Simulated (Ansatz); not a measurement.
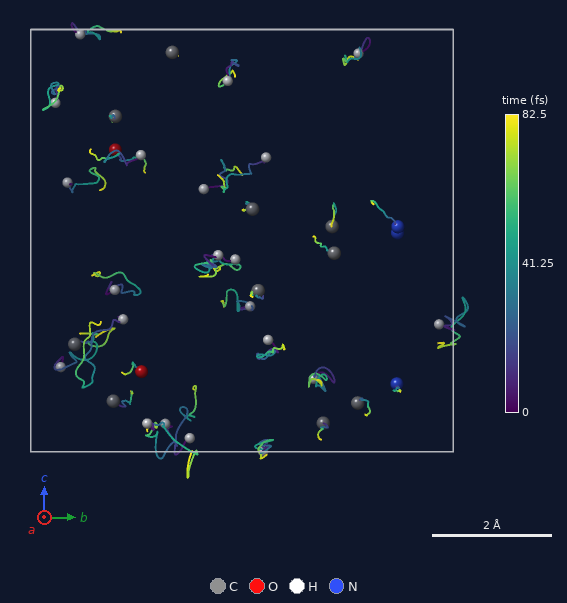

First-principles dynamics of a periodic cell with 2 CH3CH2OH + 3 CH3CN at 0.982 g/cm³, 82 fs long. It starts from the last geometry of an earlier run, with fresh velocities. Lines trace each atom's path, coloured by time; spheres stand at the starting positions. Seen along the a axis in the simulation cell.

Computed with DFT r2SCAN-D3(BJ), scalar-relativistic, plane waves, PAW (Ansatz). Run with plane-wave cutoff 500 eV; k-point mesh 1 × 1 × 1; Fermi-Dirac smearing 0.02 eV; low-accuracy preset; Langevin thermostat (NVT); set temperature 700 K; time step 0.75 fs; friction 0.02 per fs.

### What do the traces tell about the motion?

In the second half of the run the atoms are, in the root-mean-square, this far from where they began (common drift taken out): H 0.72 Å, N 0.55 Å, O 0.41 Å, C 0.35 Å. The heavy atoms stay within a fraction of a molecule's size of their starting places; so short a run doesn't tell a liquid from a solid. Over the second half the temperature averages 694 K (spread ±76 K). The potential energy in the second half lies on average 3.5 meV per atom above the first frame.

Limits of the set-up: the program's low-accuracy preset was used; the periodic images lie only 7.1 Å apart, so the values are limited by the cell's size.

Cost: 16 min on 1 thread of Intel(R) Xeon(R) 6975P-C (Granite Rapids) (shared host), peak memory 0.82 GiB.
